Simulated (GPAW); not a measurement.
# Screening of a field by a 8-layer slab of Ir(100)

How does a 8-layer slab of Ir(100) screen a perpendicular field?

Calculated with GPAW 26.7.0; GPAW, PAW setups; slab in vacuum, relaxation, in the first sound run; inputs show where later runs differ.

**1. Set-up**

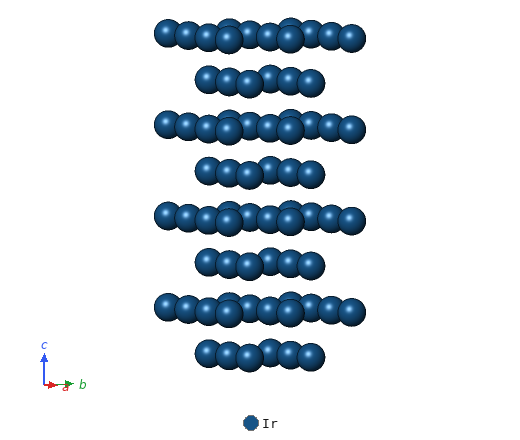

The cell as given, from the side, with the c axis up (iridium blue). 3×2×1 cells are drawn. Some periodic images of atoms are drawn too.

The cell holds 8 atoms: 8 Ir. Its edges and angles: a = 2.715 Å, b = 2.715 Å, c = 29.440 Å, α = 90.0°, β = 90.0°, γ = 90.0°. Vacuum lies along c.

**2. Relaxation**

Forces are removed first; all later runs use this geometry. The lowest 4 atoms are held at bulk positions and keep their forces.

run.py reads:

```python
import json
import numpy as np
from ase import Atoms
from ase.constraints import FixAtoms
from ase.optimize import BFGS
from gpaw import GPAW, PW

slab = Atoms(
    ['Ir', 'Ir', 'Ir', 'Ir', 'Ir', 'Ir', 'Ir', 'Ir'],
    positions=[
        [1.35765, 1.35765, 8.00000],
        [0.00000, 0.00000, 9.92000],
        [1.35765, 1.35765, 11.84000],
        [0.00000, 0.00000, 13.76000],
        [1.35765, 1.35765, 15.68000],
        [0.00000, 0.00000, 17.60000],
        [1.35765, 1.35765, 19.52000],
        [0.00000, 0.00000, 21.44000]],
    cell=[[2.71529, 0.0, 0.0], [0.0, 2.71529, 0.0], [0.0, 0.0, 29.44]],
    pbc=[True, True, False])

slab.calc = GPAW(mode=PW(400), xc='PBE', kpts={'size': (12, 12, 1), 'gamma': True},
                 occupations={'name': 'fermi-dirac', 'width': 0.1}, nbands='160%',
                 convergence={'density': 1e-05}, maxiter=200,
                 poissonsolver={'dipolelayer': 'xy'},
                 symmetry={'tolerance': 1e-3, 'extra_ids': [1, 1, 1, 1, 0, 0, 0, 0]}, txt='slab.txt')
result = {}
slab.set_constraint(FixAtoms([0, 1, 2, 3]))
path = []
opt = BFGS(slab, maxstep=0.2)
opt.attach(lambda: path.append((slab.get_potential_energy(), slab.positions.tolist(), slab.get_forces().tolist())))
result['relaxed'] = bool(opt.run(fmax=0.03, steps=40))
result['path'] = path
energy = slab.get_potential_energy()
fermi = slab.calc.get_fermi_level()
v = slab.calc.get_electrostatic_potential().mean((0, 1)) - fermi
n = slab.calc.get_pseudo_density().mean((0, 1))
L = slab.cell[2, 2]
z = np.arange(len(v)) * L / len(v)
low, high = slab.positions[:, 2].min(), slab.positions[:, 2].max()
below, above = np.interp([low - 5.8, high + 5.8], z, v)
slopes = [np.interp(x, z, np.gradient(v, z)) for x in (low - 5.8, high + 5.8)]
eps = np.array([[slab.calc.get_eigenvalues(k, s) for k in range(len(slab.calc.get_ibz_k_points()))]
                for s in range(slab.calc.get_number_of_spins())]) - fermi
top, bottom = eps[eps < 0].max(), eps[eps > 0].min()
dipole = slab.get_dipole_moment()[2]
print(f'energy {energy:.4f} eV, Fermi level {fermi:.4f} eV, dipole {dipole:.5f} e A')
print(f'potential 5.8 A off the faces, from the Fermi level: lower {below:.4f} eV, upper {above:.4f} eV')
print(f'slope of the potential there: lower {slopes[0]:.5f}, upper {slopes[1]:.5f} eV/A')
print(f'nearest levels on the mesh: {top:.4f} and {bottom:.4f} eV')
print('magnetic moment', round(slab.get_magnetic_moment(), 3))
result.update(energy=energy, fermi=fermi, dipole=dipole, below=below, above=above, slopes=slopes, edges=[top, bottom],
              z=z.tolist(), v=v.tolist(), n=n.tolist(), positions=slab.positions.tolist(),
              forces=slab.get_forces(apply_constraint=False).tolist(), moments=slab.get_magnetic_moments().tolist())
json.dump(result, open('result.json', 'w'))
```

Launch:

```
> OMP_NUM_THREADS=1 OPENBLAS_NUM_THREADS=1 python run.py
```

The log of the run:

```text
Step          Energy          fmax
BFGS:    0      -72.223353        1.042486
BFGS:    1      -72.242768        0.733908
BFGS:    2      -72.261139        0.171066
BFGS:    3      -72.261893        0.142976
BFGS:    4      -72.262965        0.110993
BFGS:    5      -72.264043        0.149122
BFGS:    6      -72.264755        0.123590
BFGS:    7      -72.265377        0.120580
BFGS:    8      -72.266349        0.140735
BFGS:    9      -72.267147        0.112129
BFGS:   10      -72.267748        0.050620
BFGS:   11      -72.267846        0.029951
energy -72.1220 eV, Fermi level 5.0893 eV, dipole 0.00033 e A
potential 5.8 A off the faces, from the Fermi level: lower 5.5379 eV, upper 5.5397 eV
slope of the potential there: lower -0.00017, upper 0.00017 eV/A
nearest levels on the mesh: -0.0030 and 0.0204 eV
magnetic moment 0.0
```

The job ended after 38 min (1 thread of Intel Xeon 6975P-C (Granite Rapids), shared host; peak memory 0.38 GiB).

Step by step:

| step | energy less that of the first step (eV) | largest force (eV/Å) |
| --- | --- | --- |
| 1 | 0.0000 | 1.0425 |
| 2 | -0.0203 | 0.7339 |
| 3 | -0.0406 | 0.1711 |
| 4 | -0.0412 | 0.1430 |
| 5 | -0.0421 | 0.1110 |
| 6 | -0.0431 | 0.1491 |
| 7 | -0.0437 | 0.1236 |
| 8 | -0.0444 | 0.1206 |
| 9 | -0.0452 | 0.1407 |
| 10 | -0.0458 | 0.1121 |
| 11 | -0.0461 | 0.0506 |
| 12 | -0.0461 | 0.0300 |

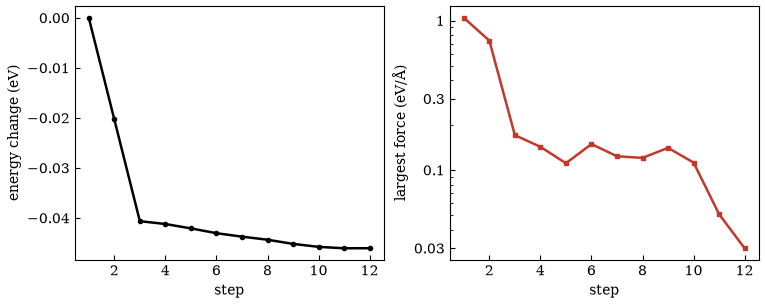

Energy and largest force along the relaxation.

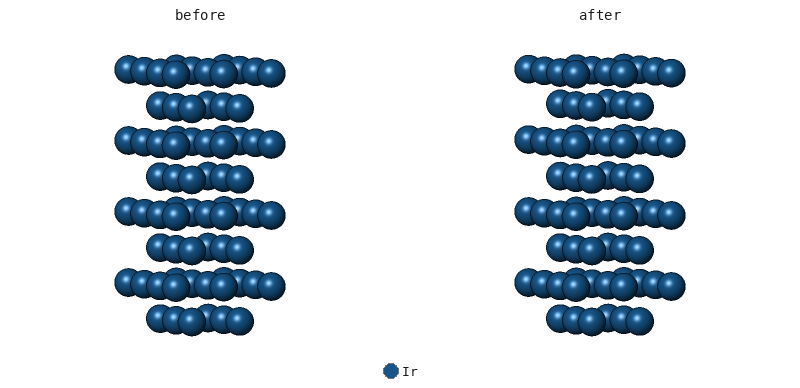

The structure before and after the relaxation, drawn at the same scale.

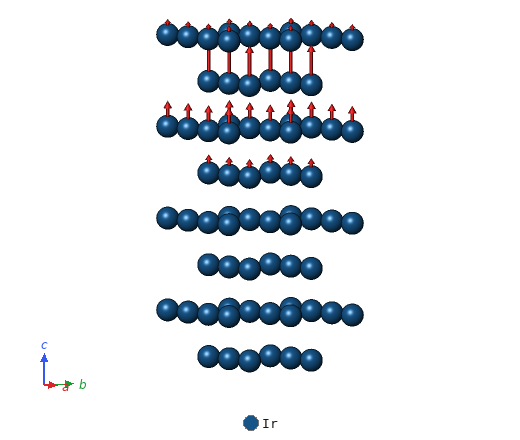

Displacements in the relaxation, exaggerated; the longest in the cell stands for 0.10 Å. 3×2×1 cells are drawn. Some periodic images of atoms are drawn too.

The atoms that moved most (Å):

```
atom     dx     dy     dz  length
 Ir7  0.000  0.000  0.095   0.095
 Ir6  0.000  0.000  0.050   0.050
 Ir5  0.000  0.000  0.028   0.028
 Ir8  0.000  0.000  0.019   0.019
```

The relaxed structure:

```
Ir
1.0
     2.71529    0.00000    0.00000
     0.00000    2.71529    0.00000
     0.00000    0.00000   29.44000
Ir
8
Direct
  0.50000 0.50000 0.27174
  0.00000 0.00000 0.33696
  0.50000 0.50000 0.40217
  0.00000 0.00000 0.46739
  0.50000 0.50000 0.53356
  0.00000 0.00000 0.59954
  0.50000 0.50000 0.66628
  0.00000 0.00000 0.72890
```

This step gave:

* dipole along the normal: 3.31e-4 e·Å
* levels nearest the Fermi level on the mesh: -0.002964, 0.02037 eV from the Fermi level
* upper work function: 5.540 eV
* lower work function: 5.538 eV

The electrostatic potential energy of an electron (without an applied field's), less the Fermi level, planar mean oscillates, so the rows of the table below give means over windows of 1.89 Å about each position, cut where the curve ends. Its maxima inside the range that stand out by 2 % of the span (Å: eV): 8.9: -4.32, 10.8: -4.83, 12.8: -4.76, 14.7: -4.31, 16.7: -4.43, 18.6: -4.10, 20.5: -5.59. Its minima: 8.0: -26.0, 9.9: -26.6, 11.9: -26.6, 13.8: -26.7, 15.7: -26.5, 17.7: -26.6, 19.7: -26.6, 21.4: -26.1.

The electrostatic potential energy of an electron (without an applied field's), less the Fermi level, planar mean by z; means over each step:

```csv
z (Å),"electrostatic potential energy of an electron (without an applied field's), less the Fermi level, planar mean (eV)"
0.94,5.54
2.83,5.54
4.73,5.51
6.62,1.37
8.51,-14.3
10.40,-14.9
12.29,-14.9
14.18,-14.7
16.07,-14.8
17.96,-14.7
19.85,-15.3
21.74,-12.9
23.62,5.02
25.52,5.54
27.41,5.54
29.30,5.54
```

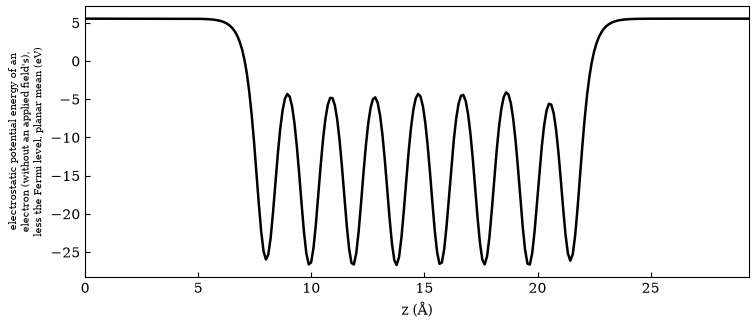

Electrostatic potential energy of an electron (without an applied field's), less the Fermi level, planar mean, plotted against z.

The pseudo valence density, planar mean oscillates, so the rows of the table below give means over windows of 1.89 Å about each position, cut where the curve ends. Its maxima inside the range that stand out by 2 % of the span (Å: e/Å³): 8.0: 1.99, 9.9: 1.99, 11.8: 1.97, 13.7: 1.93, 15.8: 1.97, 17.7: 2.00, 19.6: 1.97, 21.4: 1.99. Its minima: 9.0: 0.496, 10.9: 0.493, 12.8: 0.489, 14.7: 0.471, 16.6: 0.479, 18.7: 0.469, 20.6: 0.550.

The pseudo valence density, planar mean by z; means over each step:

```csv
z (Å),"pseudo valence density, planar mean (e/Å³)"
2.83,6.2e-6
4.73,0.00103
6.62,0.184
8.51,1.06
10.40,1.06
12.29,1.06
14.18,1.05
16.07,1.06
17.96,1.05
19.85,1.08
21.74,0.977
23.62,0.0221
25.52,1.3e-4
```

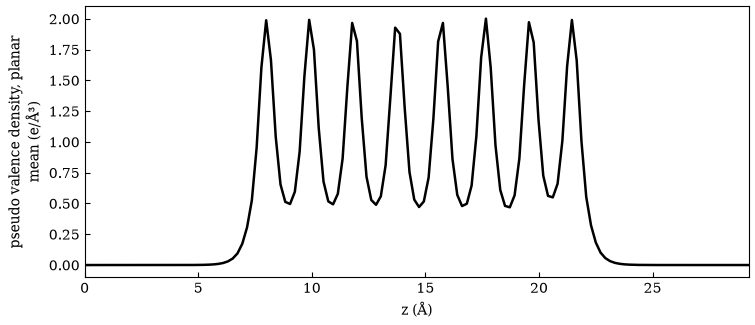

Pseudo valence density, planar mean against z.

The relaxation lowered the energy of the cell by 0.0461 eV (energies extrapolated to zero smearing; the optimiser's log prints free energies). The largest force left on a free atom is 0.030 eV/Å.

**3. The slab's potential**

With the geometry fixed, the planar mean of the potential gives the vacuum level on each side.

This step: GPAW, PAW setups; slab in vacuum (GPAW 26.7.0).

Changes to run.py since step 2:

```diff
@@ -3,4 +3,2 @@
 from ase import Atoms
-from ase.constraints import FixAtoms
-from ase.optimize import BFGS
 from gpaw import GPAW, PW
@@ -14,6 +12,6 @@
         [0.00000, 0.00000, 13.76000],
-        [1.35765, 1.35765, 15.68000],
-        [0.00000, 0.00000, 17.60000],
-        [1.35765, 1.35765, 19.52000],
-        [0.00000, 0.00000, 21.44000]],
+        [1.35765, 1.35765, 15.70808],
+        [-0.00000, 0.00000, 17.65038],
+        [1.35765, 1.35765, 19.61531],
+        [0.00000, 0.00000, 21.45888]],
     cell=[[2.71529, 0.0, 0.0], [0.0, 2.71529, 0.0], [0.0, 0.0, 29.44]],
@@ -25,10 +23,4 @@
                  poissonsolver={'dipolelayer': 'xy'},
-                 symmetry={'tolerance': 1e-3, 'extra_ids': [1, 1, 1, 1, 0, 0, 0, 0]}, txt='slab.txt')
+                 symmetry={'tolerance': 1e-3}, txt='slab.txt')
 result = {}
-slab.set_constraint(FixAtoms([0, 1, 2, 3]))
-path = []
-opt = BFGS(slab, maxstep=0.2)
-opt.attach(lambda: path.append((slab.get_potential_energy(), slab.positions.tolist(), slab.get_forces().tolist())))
-result['relaxed'] = bool(opt.run(fmax=0.03, steps=40))
-result['path'] = path
 energy = slab.get_potential_energy()
```

The log of the run:

```text
energy -72.1220 eV, Fermi level 5.0892 eV, dipole -0.00001 e A
potential 5.8 A off the faces, from the Fermi level: lower 5.5381 eV, upper 5.5398 eV
slope of the potential there: lower -0.00013, upper 0.00013 eV/A
nearest levels on the mesh: -0.0030 and 0.0204 eV
magnetic moment 0.0
```

Run time: 4.1 min. Hardware: 1 thread; peak memory 0.38 GiB.

This step gave:

- dipole along the normal: -1.12e-5 e·Å
- levels nearest the Fermi level on the mesh: -0.002995, 0.02038 eV from the Fermi level

The electrostatic potential energy of an electron (without an applied field's), less the Fermi level, planar mean oscillates, so the rows of the table below give means over windows of 1.89 Å about each position, cut where the curve ends. Its maxima inside the range that stand out by 2 % of the span (Å: eV): 8.9: -4.32, 10.8: -4.83, 12.8: -4.76, 14.7: -4.31, 16.7: -4.43, 18.6: -4.10, 20.5: -5.59. Its minima: 8.0: -26.0, 9.9: -26.6, 11.9: -26.6, 13.8: -26.7, 15.7: -26.5, 17.7: -26.6, 19.7: -26.6, 21.4: -26.1.

Electrostatic potential energy of an electron (without an applied field's), less the Fermi level, planar mean against z; means over each step:

(Unchanged from step 2.)

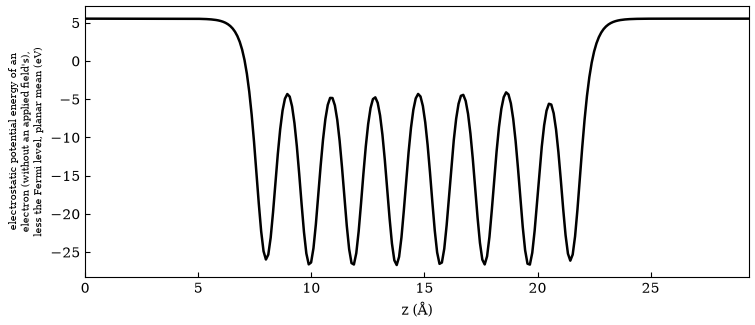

Electrostatic potential energy of an electron (without an applied field's), less the Fermi level, planar mean, plotted against z.

The pseudo valence density, planar mean oscillates, so the rows of the table below give means over windows of 1.89 Å about each position, cut where the curve ends. Its maxima inside the range that stand out by 2 % of the span (Å: e/Å³): 8.0: 1.99, 9.9: 1.99, 11.8: 1.97, 13.7: 1.93, 15.8: 1.97, 17.7: 2.00, 19.6: 1.97, 21.4: 1.99. Its minima: 9.0: 0.496, 10.9: 0.493, 12.8: 0.489, 14.7: 0.471, 16.6: 0.479, 18.7: 0.469, 20.6: 0.550.

Pseudo valence density, planar mean against z; means over each step:

| z (Å) | pseudo valence density, planar mean (e/Å³) |
| --- | --- |
| 2.83 | 6.2e-6 |
| 4.73 | 0.00103 |
| 6.62 | 0.184 |
| 8.51 | 1.06 |
| 10.40 | 1.06 |
| 12.29 | 1.06 |
| 14.18 | 1.05 |
| 16.07 | 1.06 |
| 17.96 | 1.05 |
| 19.85 | 1.08 |
| 21.74 | 0.977 |
| 23.62 | 0.0221 |
| 25.52 | 1.3e-4 |

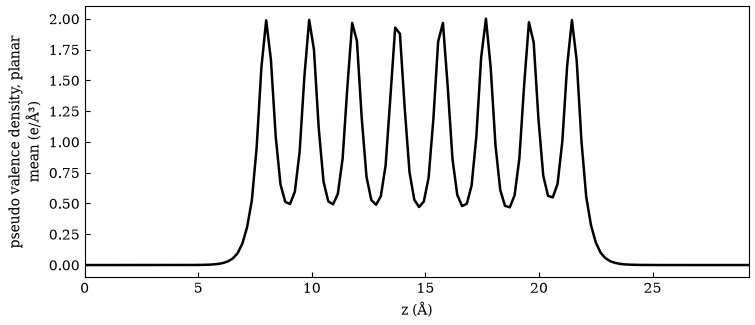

Pseudo valence density, planar mean, plotted against z.

Force by atom:

```
atom  x (eV/Å)  y (eV/Å)  z (eV/Å)  size
 Ir1      0.00      0.00      0.70  0.70
 Ir2      0.00      0.00     -1.05  1.05
 Ir3      0.00      0.00     -0.02  0.02
 Ir4      0.00      0.00      0.39  0.39
 Ir5      0.00      0.00     -0.03  0.03
 Ir6      0.00      0.00      0.03  0.03
 Ir7      0.00      0.00     -0.01  0.01
 Ir8      0.00      0.00      0.00  0.00
```

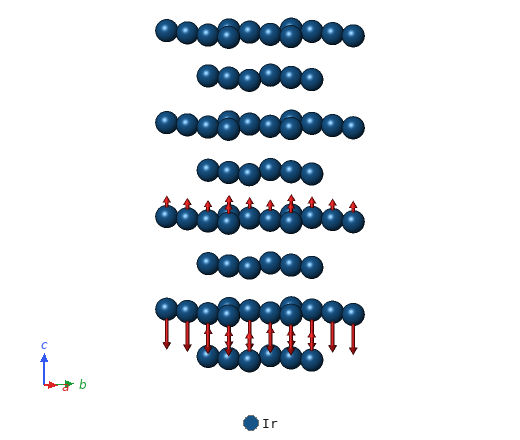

Force as arrows, the longest 1.05 eV/Å. 3×2×1 cells are drawn. Some periodic images of atoms are drawn too.

The potential is flat to 1.3e-4 eV/Å where it is read, so the vacuum is wide enough.

**4. In a field**

A uniform field along the normal polarises the slab; the atoms stay fixed, so this is the electronic response alone.

Changes to run.py since step 3:

```diff
@@ -4,2 +4,3 @@
 from gpaw import GPAW, PW
+from gpaw.external import ConstantElectricField
 
@@ -23,2 +24,3 @@
                  poissonsolver={'dipolelayer': 'xy'},
+                 external=ConstantElectricField(-0.2, [0, 0, 1]),
                  symmetry={'tolerance': 1e-3}, txt='slab.txt')
```

The log of the run:

```text
energy -72.1357 eV, Fermi level 5.0870 eV, dipole -0.13679 e A
potential 5.8 A off the faces, from the Fermi level: lower 3.8650 eV, upper 7.2234 eV
slope of the potential there: lower -0.00020, upper 0.00014 eV/A
nearest levels on the mesh: -0.0057 and 0.0204 eV
magnetic moment 0.0
```

The job ended after 15 min (1 thread; peak memory 0.78 GiB).

Numbers from this step:

```
dipole along the normal                                         : -0.1368 e·Å
levels nearest the Fermi level on the mesh                      : -0.005688, 0.02038 eV from the Fermi level
potential below the slab, the applied field's own ramp left out : 3.865 eV from the Fermi level
potential above the slab, the applied field's own ramp left out : 7.223 eV from the Fermi level
```

The electrostatic potential energy of an electron (without an applied field's), less the Fermi level, planar mean oscillates, so the rows of the table below give means over windows of 1.89 Å about each position, cut where the curve ends. Its maxima inside the range that stand out by 2 % of the span (Å: eV): 8.9: -5.48, 10.9: -5.60, 12.8: -5.13, 14.7: -4.31, 16.7: -4.03, 18.6: -3.33, 20.5: -4.43, 27.4: 7.22. Its minima: 8.0: -27.3, 9.9: -27.6, 11.9: -27.2, 13.8: -26.9, 15.7: -26.3, 17.7: -26.0, 19.7: -25.6, 21.4: -24.8.

Table of electrostatic potential energy of an electron (without an applied field's), less the Fermi level, planar mean by z; means over each step:

```csv
z (Å),"electrostatic potential energy of an electron (without an applied field's), less the Fermi level, planar mean (eV)"
0.94,4.03
2.83,3.87
4.73,3.84
6.62,-0.212
8.51,-15.5
10.40,-15.8
12.29,-15.4
14.18,-14.8
16.07,-14.5
17.96,-14.0
19.85,-14.2
21.74,-11.5
23.62,6.68
25.52,7.22
27.41,7.22
29.30,7.06
```

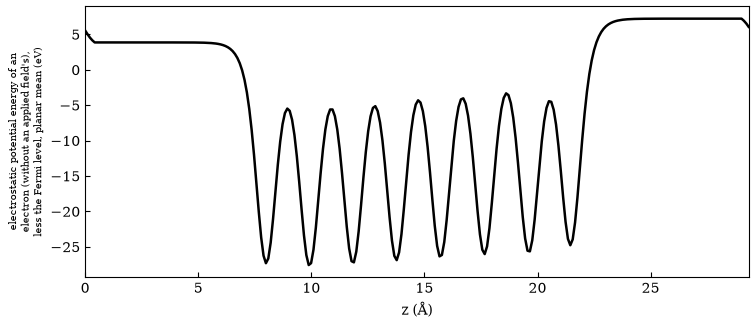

Electrostatic potential energy of an electron (without an applied field's), less the Fermi level, planar mean against z.

Force by atom:

```
atom  x (eV/Å)  y (eV/Å)  z (eV/Å)  size
 Ir1      0.00      0.00      0.70  0.70
 Ir2      0.00      0.00     -1.05  1.05
 Ir3      0.00      0.00     -0.03  0.03
 Ir4      0.00      0.00      0.39  0.39
 Ir5      0.00      0.00     -0.03  0.03
 Ir6      0.00      0.00      0.02  0.02
 Ir7      0.00      0.00     -0.01  0.01
 Ir8      0.00      0.00      0.00  0.00
```

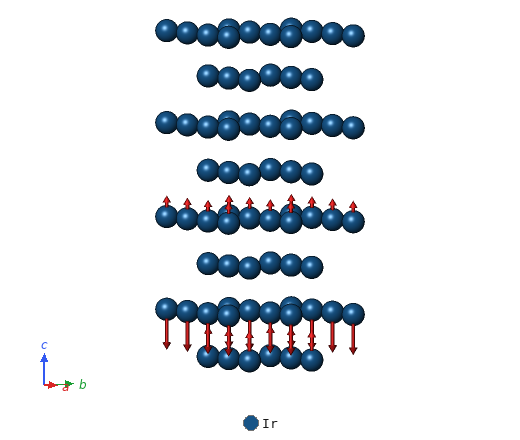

Force as arrows, the longest 1.05 eV/Å. 3×2×1 cells are drawn. Some periodic images of atoms are drawn too.

The dipole is now -0.137 e Å, against -1.1e-5 in the run without a field.

[end of part 1 of 2]

[Logs are printed without paths, hosts, clocks, repeated set-up lines and the standing remarks that a program may print on its own settings, such as how far it seeks lower states.]

[Hosts, paths, dates, database ids (printed as entryN), source tags and the programs' standing remarks are cut or masked in the printed files.]
